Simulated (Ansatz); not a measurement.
**GeSiH₇O₂F: molecular dynamics (part 1 of 5)**

System: GeSiH₇O₂F.
Method: RKS BHLYP/def2-SVP (Ansatz 0.2.0).

It belongs to a series of runs on one base structure; here: dynamics from the highest image of the converged band. Figures and captions count atoms from 1; the log counts them from 0 in places.

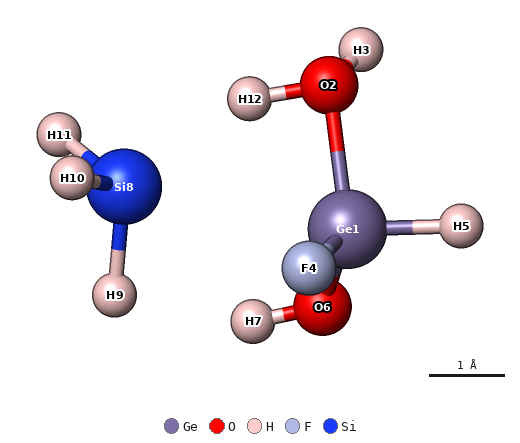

The starting structure (ball-and-stick view, seen on its broad side; atoms are numbered from 1 in the order of the input). Sticks mark near contacts. Bond lengths as drawn: F–Ge 1.72 Å, Ge–H 1.52 Å, Ge–O 1.74 to 1.95 Å, H–O 0.96 to 1.08 Å and H–Si 1.49 to 1.50 Å.

Results in brief

```tsv
quantity	value
outcome	finished
mean temperature over the second half	1281 K
trajectory	200 steps, 100 fs
ensemble	nve
temperature in the input	100.0 K
time step	0.5 fs
potential energy (last step)	−71303.2221 eV
mean-field energy (last step)	−71303.2221 eV
largest force (length of the vector) (last step)	1.630 eV/Å
hardware	4 threads of AMD EPYC (Zen 5), 32 GiB of memory available, shared host
wall time	3 min (CPU time 11 min)
peak memory	0.35 GiB
```

So short a trajectory is not equilibrated.

Input file
```yaml
crystal:
  periodic: [false, false, false]
  atoms:
    - { symbol: Ge, position_ang: [-0.234512, -0.062049, 0.012081] }
    - { symbol: O, position_ang: [0.106901, 0.33185, 1.889283] }
    - { symbol: H, position_ang: [-0.620448, 0.471752, 2.509694] }
    - { symbol: F, position_ang: [1.186739, 0.128116, -0.938764] }
    - { symbol: H, position_ang: [-1.060711, 1.178987, -0.261641] }
    - { symbol: O, position_ang: [-1.301352, -1.382797, -0.364917] }
    - { symbol: H, position_ang: [-0.885891, -2.245506, -0.325734] }
    - { symbol: Si, position_ang: [1.519848, -2.269179, 1.144029] }
    - { symbol: H, position_ang: [1.011557, -3.089816, -0.005936] }
    - { symbol: H, position_ang: [2.978154, -2.110262, 0.898819] }
    - { symbol: H, position_ang: [1.384318, -3.198804, 2.308081] }
    - { symbol: H, position_ang: [0.639995, -0.604195, 1.952406] }
basis:
  gaussian: { orbitals: def2-SVP }
hamiltonian:
  xc: { name: BHLYP }
md:
  timestep: 0.5
  n_steps: 200
  ensemble: nve
  temperature: 100.0
  initial_velocities: maxwell_boltzmann
  seed: 10079
```

Launched with:
```bash
ansatz run input.yaml --threads 4 --pin off --max-ram 5120MiB --backend cpu --events-out ev --progress --plain --runs-dir out
```

Output
```
Engine: ansatz 0.2.0, x86_64-unknown-linux-gnu
Functional definition: BHLYP
  parameter a = 0.5
  exchange = (1 - a)*b88_x + a*exact_x
  correlation = lyp_c
1315 factors; integrals over basis functions are off by at most 2.7e-4 eV
mean field evaluation 1: about -71295.1082 eV, gradient 6.0e1 eV
mean field evaluation 2: about -71292.3761 eV, gradient 7.4e1 eV
mean field evaluation 4: about -71301.2094 eV, gradient 2.2e0 eV
mean field evaluation 8: about -71301.2512 eV, gradient 9.0e-2 eV
mean field evaluation 16: about -71301.2512 eV, gradient 7.5e-5 eV
mean field -71301.25119273 eV, -2620.2726516090 hartree, gradient 7.5e-5 eV, S^2 0.000000; 0 other end points of the search recorded, 0 dependent functions left out
the calculation of the forces begins
reference -71301.25137949 eV, -2620.2726584722 hartree; 39, 39 occupied and 88, 88 virtual orbitals, 1315 factors
md step     0: t =     0.00 fs  T =   100.0 K  F+E_penalty+E_count = -71301.25119273 eV  E_kin = 0.129260 eV  conserved = -71301.12193273 eV  (28 SCF iters)
these checks for a lower state are left out or cut short: starts, cluster_reference, orbital_swaps, neighbouring_geometries, increment
1315 factors; integrals over basis functions are off by at most 2.7e-4 eV
mean field -71301.24887360 eV, -2620.2725663823 hartree, gradient 1.5e-5 eV, S^2 0.000000; 0 other end points of the search recorded, 0 dependent functions left out
the calculation of the forces begins
reference -71301.24906033 eV, -2620.2725732447 hartree; 39, 39 occupied and 88, 88 virtual orbitals, 1315 factors
md step     1: t =     0.50 fs  T =    98.2 K  F+E_penalty+E_count = -71301.24887360 eV  E_kin = 0.126989 eV  conserved = -71301.12188465 eV  (34 SCF iters)
[... from here on the SCF iterations and repeated set-up lines of each step are left out, up to the last step ...]
md step     2: t =     1.00 fs  T =    93.2 K  F+E_penalty+E_count = -71301.24217777 eV  E_kin = 0.120430 eV  conserved = -71301.12174778 eV  (34 SCF iters)
md step     3: t =     1.50 fs  T =    86.4 K  F+E_penalty+E_count = -71301.23323922 eV  E_kin = 0.111653 eV  conserved = -71301.12158601 eV  (25 SCF iters)
md step     4: t =     2.00 fs  T =    79.8 K  F+E_penalty+E_count = -71301.22456573 eV  E_kin = 0.103089 eV  conserved = -71301.12147698 eV  (25 SCF iters)
md step     5: t =     2.50 fs  T =    74.6 K  F+E_penalty+E_count = -71301.21785825 eV  E_kin = 0.096394 eV  conserved = -71301.12146428 eV  (26 SCF iters)
md step     6: t =     3.00 fs  T =    71.0 K  F+E_penalty+E_count = -71301.21335323 eV  E_kin = 0.091824 eV  conserved = -71301.12152972 eV  (25 SCF iters)
md step     7: t =     3.50 fs  T =    68.4 K  F+E_penalty+E_count = -71301.21007880 eV  E_kin = 0.088465 eV  conserved = -71301.12161387 eV  (26 SCF iters)
md step     8: t =     4.00 fs  T =    65.8 K  F+E_penalty+E_count = -71301.20675663 eV  E_kin = 0.085099 eV  conserved = -71301.12165777 eV  (26 SCF iters)
md step     9: t =     4.50 fs  T =    62.7 K  F+E_penalty+E_count = -71301.20270674 eV  E_kin = 0.081069 eV  conserved = -71301.12163765 eV  (35 SCF iters)
md step    10: t =     5.00 fs  T =    59.3 K  F+E_penalty+E_count = -71301.19823035 eV  E_kin = 0.076660 eV  conserved = -71301.12157030 eV  (27 SCF iters)
md step    11: t =     5.50 fs  T =    56.4 K  F+E_penalty+E_count = -71301.19436586 eV  E_kin = 0.072869 eV  conserved = -71301.12149736 eV  (27 SCF iters)
md step    12: t =     6.00 fs  T =    54.8 K  F+E_penalty+E_count = -71301.19224416 eV  E_kin = 0.070781 eV  conserved = -71301.12146278 eV  (27 SCF iters)
md step    13: t =     6.50 fs  T =    54.9 K  F+E_penalty+E_count = -71301.19239463 eV  E_kin = 0.070900 eV  conserved = -71301.12149498 eV  (27 SCF iters)
md step    14: t =     7.00 fs  T =    56.3 K  F+E_penalty+E_count = -71301.19431539 eV  E_kin = 0.072725 eV  conserved = -71301.12159053 eV  (27 SCF iters)
md step    15: t =     7.50 fs  T =    57.9 K  F+E_penalty+E_count = -71301.19653092 eV  E_kin = 0.074818 eV  conserved = -71301.12171316 eV  (34 SCF iters)
md step    16: t =     8.00 fs  T =    58.3 K  F+E_penalty+E_count = -71301.19716923 eV  E_kin = 0.075365 eV  conserved = -71301.12180446 eV  (34 SCF iters)
md step    17: t =     8.50 fs  T =    56.5 K  F+E_penalty+E_count = -71301.19487381 eV  E_kin = 0.073065 eV  conserved = -71301.12180865 eV  (34 SCF iters)
md step    18: t =     9.00 fs  T =    52.6 K  F+E_penalty+E_count = -71301.18965010 eV  E_kin = 0.067944 eV  conserved = -71301.12170593 eV  (34 SCF iters)
md step    19: t =     9.50 fs  T =    47.7 K  F+E_penalty+E_count = -71301.18315483 eV  E_kin = 0.061623 eV  conserved = -71301.12153143 eV  (28 SCF iters)
md step    20: t =    10.00 fs  T =    43.9 K  F+E_penalty+E_count = -71301.17813165 eV  E_kin = 0.056766 eV  conserved = -71301.12136548 eV  (26 SCF iters)
md step    21: t =    10.50 fs  T =    43.2 K  F+E_penalty+E_count = -71301.17716100 eV  E_kin = 0.055869 eV  conserved = -71301.12129185 eV  (26 SCF iters)
md step    22: t =    11.00 fs  T =    46.5 K  F+E_penalty+E_count = -71301.18138988 eV  E_kin = 0.060045 eV  conserved = -71301.12134443 eV  (25 SCF iters)
md step    23: t =    11.50 fs  T =    53.0 K  F+E_penalty+E_count = -71301.19001513 eV  E_kin = 0.068526 eV  conserved = -71301.12148912 eV  (26 SCF iters)
md step    24: t =    12.00 fs  T =    61.2 K  F+E_penalty+E_count = -71301.20079470 eV  E_kin = 0.079143 eV  conserved = -71301.12165151 eV  (25 SCF iters)
md step    25: t =    12.50 fs  T =    69.2 K  F+E_penalty+E_count = -71301.21118364 eV  E_kin = 0.089419 eV  conserved = -71301.12176422 eV  (33 SCF iters)
md step    26: t =    13.00 fs  T =    75.5 K  F+E_penalty+E_count = -71301.21938929 eV  E_kin = 0.097593 eV  conserved = -71301.12179618 eV  (34 SCF iters)
md step    27: t =    13.50 fs  T =    79.8 K  F+E_penalty+E_count = -71301.22486538 eV  E_kin = 0.103108 eV  conserved = -71301.12175757 eV  (34 SCF iters)
md step    28: t =    14.00 fs  T =    82.4 K  F+E_penalty+E_count = -71301.22816823 eV  E_kin = 0.106482 eV  conserved = -71301.12168662 eV  (34 SCF iters)
md step    29: t =    14.50 fs  T =    84.1 K  F+E_penalty+E_count = -71301.23038368 eV  E_kin = 0.108758 eV  conserved = -71301.12162596 eV  (26 SCF iters)
md step    30: t =    15.00 fs  T =    85.8 K  F+E_penalty+E_count = -71301.23245116 eV  E_kin = 0.110845 eV  conserved = -71301.12160666 eV  (26 SCF iters)
md step    31: t =    15.50 fs  T =    87.5 K  F+E_penalty+E_count = -71301.23467954 eV  E_kin = 0.113047 eV  conserved = -71301.12163301 eV  (26 SCF iters)
md step    32: t =    16.00 fs  T =    89.0 K  F+E_penalty+E_count = -71301.23668497 eV  E_kin = 0.115006 eV  conserved = -71301.12167864 eV  (26 SCF iters)
md step    33: t =    16.50 fs  T =    89.8 K  F+E_penalty+E_count = -71301.23780483 eV  E_kin = 0.116107 eV  conserved = -71301.12169811 eV  (27 SCF iters)
md step    34: t =    17.00 fs  T =    89.9 K  F+E_penalty+E_count = -71301.23779593 eV  E_kin = 0.116142 eV  conserved = -71301.12165417 eV  (26 SCF iters)
md step    35: t =    17.50 fs  T =    89.6 K  F+E_penalty+E_count = -71301.23739583 eV  E_kin = 0.115850 eV  conserved = -71301.12154611 eV  (26 SCF iters)
md step    36: t =    18.00 fs  T =    90.4 K  F+E_penalty+E_count = -71301.23830042 eV  E_kin = 0.116875 eV  conserved = -71301.12142496 eV  (26 SCF iters)
md step    37: t =    18.50 fs  T =    93.6 K  F+E_penalty+E_count = -71301.24238127 eV  E_kin = 0.121013 eV  conserved = -71301.12136828 eV  (34 SCF iters)
md step    38: t =    19.00 fs  T =    99.9 K  F+E_penalty+E_count = -71301.25051468 eV  E_kin = 0.129085 eV  conserved = -71301.12142985 eV  (34 SCF iters)
md step    39: t =    19.50 fs  T =   108.5 K  F+E_penalty+E_count = -71301.26178348 eV  E_kin = 0.140186 eV  conserved = -71301.12159731 eV  (28 SCF iters)
md step    40: t =    20.00 fs  T =   117.5 K  F+E_penalty+E_count = -71301.27367379 eV  E_kin = 0.151879 eV  conserved = -71301.12179468 eV  (33 SCF iters)
md step    41: t =    20.50 fs  T =   124.8 K  F+E_penalty+E_count = -71301.28323223 eV  E_kin = 0.161306 eV  conserved = -71301.12192604 eV  (33 SCF iters)
md step    42: t =    21.00 fs  T =   128.9 K  F+E_penalty+E_count = -71301.28852530 eV  E_kin = 0.166597 eV  conserved = -71301.12192795 eV  (33 SCF iters)
md step    43: t =    21.50 fs  T =   129.8 K  F+E_penalty+E_count = -71301.28960599 eV  E_kin = 0.167806 eV  conserved = -71301.12179986 eV  (33 SCF iters)
md step    44: t =    22.00 fs  T =   129.1 K  F+E_penalty+E_count = -71301.28851091 eV  E_kin = 0.166907 eV  conserved = -71301.12160427 eV  (33 SCF iters)
md step    45: t =    22.50 fs  T =   129.1 K  F+E_penalty+E_count = -71301.28828696 eV  E_kin = 0.166848 eV  conserved = -71301.12143923 eV  (34 SCF iters)
md step    46: t =    23.00 fs  T =   131.6 K  F+E_penalty+E_count = -71301.29149025 eV  E_kin = 0.170101 eV  conserved = -71301.12138908 eV  (34 SCF iters)
md step    47: t =    23.50 fs  T =   137.3 K  F+E_penalty+E_count = -71301.29889817 eV  E_kin = 0.177418 eV  conserved = -71301.12148054 eV  (34 SCF iters)
md step    48: t =    24.00 fs  T =   145.0 K  F+E_penalty+E_count = -71301.30911315 eV  E_kin = 0.187447 eV  conserved = -71301.12166652 eV  (34 SCF iters)
md step    49: t =    24.50 fs  T =   152.7 K  F+E_penalty+E_count = -71301.31928949 eV  E_kin = 0.197438 eV  conserved = -71301.12185105 eV  (35 SCF iters)
md step    50: t =    25.00 fs  T =   158.3 K  F+E_penalty+E_count = -71301.32661234 eV  E_kin = 0.204675 eV  conserved = -71301.12193720 eV  (35 SCF iters)
md step    51: t =    25.50 fs  T =   160.9 K  F+E_penalty+E_count = -71301.32979214 eV  E_kin = 0.207917 eV  conserved = -71301.12187510 eV  (34 SCF iters)
md step    52: t =    26.00 fs  T =   161.0 K  F+E_penalty+E_count = -71301.32983705 eV  E_kin = 0.208151 eV  conserved = -71301.12168618 eV  (34 SCF iters)
md step    53: t =    26.50 fs  T =   161.1 K  F+E_penalty+E_count = -71301.32969901 eV  E_kin = 0.208239 eV  conserved = -71301.12145953 eV  (34 SCF iters)
md step    54: t =    27.00 fs  T =   163.7 K  F+E_penalty+E_count = -71301.33290278 eV  E_kin = 0.211597 eV  conserved = -71301.12130547 eV  (34 SCF iters)
md step    55: t =    27.50 fs  T =   170.6 K  F+E_penalty+E_count = -71301.34184736 eV  E_kin = 0.220550 eV  conserved = -71301.12129727 eV  (26 SCF iters)
md step    56: t =    28.00 fs  T =   182.0 K  F+E_penalty+E_count = -71301.35667703 eV  E_kin = 0.235243 eV  conserved = -71301.12143436 eV  (28 SCF iters)
md step    57: t =    28.50 fs  T =   196.2 K  F+E_penalty+E_count = -71301.37527733 eV  E_kin = 0.253625 eV  conserved = -71301.12165271 eV  (34 SCF iters)
md step    58: t =    29.00 fs  T =   210.7 K  F+E_penalty+E_count = -71301.39427077 eV  E_kin = 0.272410 eV  conserved = -71301.12186082 eV  (34 SCF iters)
md step    59: t =    29.50 fs  T =   223.2 K  F+E_penalty+E_count = -71301.41045769 eV  E_kin = 0.288483 eV  conserved = -71301.12197505 eV  (34 SCF iters)
md step    60: t =    30.00 fs  T =   232.2 K  F+E_penalty+E_count = -71301.42214539 eV  E_kin = 0.300204 eV  conserved = -71301.12194169 eV  (34 SCF iters)
md step    61: t =    30.50 fs  T =   238.4 K  F+E_penalty+E_count = -71301.42997686 eV  E_kin = 0.308218 eV  conserved = -71301.12175841 eV  (34 SCF iters)
md step    62: t =    31.00 fs  T =   244.0 K  F+E_penalty+E_count = -71301.43690841 eV  E_kin = 0.315413 eV  conserved = -71301.12149523 eV  (33 SCF iters)
md step    63: t =    31.50 fs  T =   252.0 K  F+E_penalty+E_count = -71301.44706625 eV  E_kin = 0.325783 eV  conserved = -71301.12128368 eV  (33 SCF iters)
md step    64: t =    32.00 fs  T =   264.9 K  F+E_penalty+E_count = -71301.46371265 eV  E_kin = 0.342464 eV  conserved = -71301.12124904 eV  (35 SCF iters)
md step    65: t =    32.50 fs  T =   283.1 K  F+E_penalty+E_count = -71301.48735775 eV  E_kin = 0.365935 eV  conserved = -71301.12142295 eV  (34 SCF iters)
md step    66: t =    33.00 fs  T =   304.5 K  F+E_penalty+E_count = -71301.51531920 eV  E_kin = 0.393610 eV  conserved = -71301.12170911 eV  (34 SCF iters)
md step    67: t =    33.50 fs  T =   325.9 K  F+E_penalty+E_count = -71301.54319093 eV  E_kin = 0.421245 eV  conserved = -71301.12194642 eV  (34 SCF iters)
md step    68: t =    34.00 fs  T =   344.5 K  F+E_penalty+E_count = -71301.56728878 eV  E_kin = 0.445274 eV  conserved = -71301.12201513 eV  (33 SCF iters)
md step    69: t =    34.50 fs  T =   359.4 K  F+E_penalty+E_count = -71301.58648798 eV  E_kin = 0.464583 eV  conserved = -71301.12190488 eV  (33 SCF iters)
md step    70: t =    35.00 fs  T =   371.9 K  F+E_penalty+E_count = -71301.60241366 eV  E_kin = 0.480708 eV  conserved = -71301.12170538 eV  (33 SCF iters)
md step    71: t =    35.50 fs  T =   384.2 K  F+E_penalty+E_count = -71301.61810494 eV  E_kin = 0.496568 eV  conserved = -71301.12153724 eV  (34 SCF iters)
md step    72: t =    36.00 fs  T =   398.2 K  F+E_penalty+E_count = -71301.63617139 eV  E_kin = 0.514692 eV  conserved = -71301.12147950 eV  (33 SCF iters)
md step    73: t =    36.50 fs  T =   414.7 K  F+E_penalty+E_count = -71301.65755061 eV  E_kin = 0.536011 eV  conserved = -71301.12153928 eV  (28 SCF iters)
md step    74: t =    37.00 fs  T =   433.0 K  F+E_penalty+E_count = -71301.68135125 eV  E_kin = 0.559680 eV  conserved = -71301.12167118 eV  (34 SCF iters)
md step    75: t =    37.50 fs  T =   451.6 K  F+E_penalty+E_count = -71301.70552481 eV  E_kin = 0.583711 eV  conserved = -71301.12181428 eV  (33 SCF iters)
md step    76: t =    38.00 fs  T =   468.8 K  F+E_penalty+E_count = -71301.72783675 eV  E_kin = 0.605924 eV  conserved = -71301.12191237 eV  (33 SCF iters)
md step    77: t =    38.50 fs  T =   483.4 K  F+E_penalty+E_count = -71301.74680418 eV  E_kin = 0.624888 eV  conserved = -71301.12191568 eV  (34 SCF iters)
md step    78: t =    39.00 fs  T =   495.7 K  F+E_penalty+E_count = -71301.76247584 eV  E_kin = 0.640679 eV  conserved = -71301.12179719 eV  (33 SCF iters)
md step    79: t =    39.50 fs  T =   506.9 K  F+E_penalty+E_count = -71301.77679970 eV  E_kin = 0.655216 eV  conserved = -71301.12158342 eV  (34 SCF iters)
md step    80: t =    40.00 fs  T =   519.7 K  F+E_penalty+E_count = -71301.79313773 eV  E_kin = 0.671766 eV  conserved = -71301.12137158 eV  (34 SCF iters)
md step    81: t =    40.50 fs  T =   536.5 K  F+E_penalty+E_count = -71301.81473918 eV  E_kin = 0.693450 eV  conserved = -71301.12128911 eV  (34 SCF iters)
md step    82: t =    41.00 fs  T =   558.1 K  F+E_penalty+E_count = -71301.84282919 eV  E_kin = 0.721427 eV  conserved = -71301.12140212 eV  (33 SCF iters)
md step    83: t =    41.50 fs  T =   583.3 K  F+E_penalty+E_count = -71301.87565920 eV  E_kin = 0.754007 eV  conserved = -71301.12165225 eV  (33 SCF iters)
md step    84: t =    42.00 fs  T =   609.2 K  F+E_penalty+E_count = -71301.90940777 eV  E_kin = 0.787515 eV  conserved = -71301.12189267 eV  (33 SCF iters)
md step    85: t =    42.50 fs  T =   633.1 K  F+E_penalty+E_count = -71301.94038821 eV  E_kin = 0.818392 eV  conserved = -71301.12199606 eV  (33 SCF iters)
md step    86: t =    43.00 fs  T =   653.8 K  F+E_penalty+E_count = -71301.96698853 eV  E_kin = 0.845053 eV  conserved = -71301.12193518 eV  (33 SCF iters)
md step    87: t =    43.50 fs  T =   671.8 K  F+E_penalty+E_count = -71301.99011702 eV  E_kin = 0.868335 eV  conserved = -71301.12178204 eV  (33 SCF iters)
md step    88: t =    44.00 fs  T =   688.9 K  F+E_penalty+E_count = -71302.01214723 eV  E_kin = 0.890508 eV  conserved = -71301.12163956 eV  (33 SCF iters)
md step    89: t =    44.50 fs  T =   706.9 K  F+E_penalty+E_count = -71302.03535160 eV  E_kin = 0.913778 eV  conserved = -71301.12157369 eV  (33 SCF iters)
md step    90: t =    45.00 fs  T =   726.6 K  F+E_penalty+E_count = -71302.06084952 eV  E_kin = 0.939257 eV  conserved = -71301.12159263 eV  (28 SCF iters)
md step    91: t =    45.50 fs  T =   747.9 K  F+E_penalty+E_count = -71302.08841542 eV  E_kin = 0.966745 eV  conserved = -71301.12167003 eV  (33 SCF iters)
md step    92: t =    46.00 fs  T =   769.8 K  F+E_penalty+E_count = -71302.11685203 eV  E_kin = 0.995080 eV  conserved = -71301.12177247 eV  (34 SCF iters)
md step    93: t =    46.50 fs  T =   791.2 K  F+E_penalty+E_count = -71302.14454335 eV  E_kin = 1.022681 eV  conserved = -71301.12186264 eV  (34 SCF iters)
md step    94: t =    47.00 fs  T =   810.9 K  F+E_penalty+E_count = -71302.17008028 eV  E_kin = 1.048184 eV  conserved = -71301.12189607 eV  (34 SCF iters)
md step    95: t =    47.50 fs  T =   828.7 K  F+E_penalty+E_count = -71302.19296580 eV  E_kin = 1.071130 eV  conserved = -71301.12183612 eV  (33 SCF iters)
md step    96: t =    48.00 fs  T =   845.2 K  F+E_penalty+E_count = -71302.21416481 eV  E_kin = 1.092480 eV  conserved = -71301.12168485 eV  (33 SCF iters)
md step    97: t =    48.50 fs  T =   862.2 K  F+E_penalty+E_count = -71302.23600056 eV  E_kin = 1.114487 eV  conserved = -71301.12151351 eV  (33 SCF iters)
md step    98: t =    49.00 fs  T =   881.7 K  F+E_penalty+E_count = -71302.26105179 eV  E_kin = 1.139621 eV  conserved = -71301.12143085 eV  (34 SCF iters)
md step    99: t =    49.50 fs  T =   904.4 K  F+E_penalty+E_count = -71302.29053062 eV  E_kin = 1.169027 eV  conserved = -71301.12150327 eV  (34 SCF iters)
md step   100: t =    50.00 fs  T =   929.6 K  F+E_penalty+E_count = -71302.32332247 eV  E_kin = 1.201631 eV  conserved = -71301.12169173 eV  (33 SCF iters)
md step   101: t =    50.50 fs  T =   955.2 K  F+E_penalty+E_count = -71302.35657489 eV  E_kin = 1.234696 eV  conserved = -71301.12187840 eV  (32 SCF iters)
md step   102: t =    51.00 fs  T =   979.0 K  F+E_penalty+E_count = -71302.38745711 eV  E_kin = 1.265500 eV  conserved = -71301.12195702 eV  (32 SCF iters)
md step   103: t =    51.50 fs  T =  1000.2 K  F+E_penalty+E_count = -71302.41475713 eV  E_kin = 1.292851 eV  conserved = -71301.12190587 eV  (32 SCF iters)
md step   104: t =    52.00 fs  T =  1019.2 K  F+E_penalty+E_count = -71302.43924355 eV  E_kin = 1.317459 eV  conserved = -71301.12178415 eV  (32 SCF iters)
md step   105: t =    52.50 fs  T =  1037.6 K  F+E_penalty+E_count = -71302.46282355 eV  E_kin = 1.341154 eV  conserved = -71301.12166914 eV  (32 SCF iters)
md step   106: t =    53.00 fs  T =  1056.6 K  F+E_penalty+E_count = -71302.48736459 eV  E_kin = 1.365757 eV  conserved = -71301.12160803 eV  (32 SCF iters)
md step   107: t =    53.50 fs  T =  1077.2 K  F+E_penalty+E_count = -71302.51393307 eV  E_kin = 1.392326 eV  conserved = -71301.12160727 eV  (32 SCF iters)
```
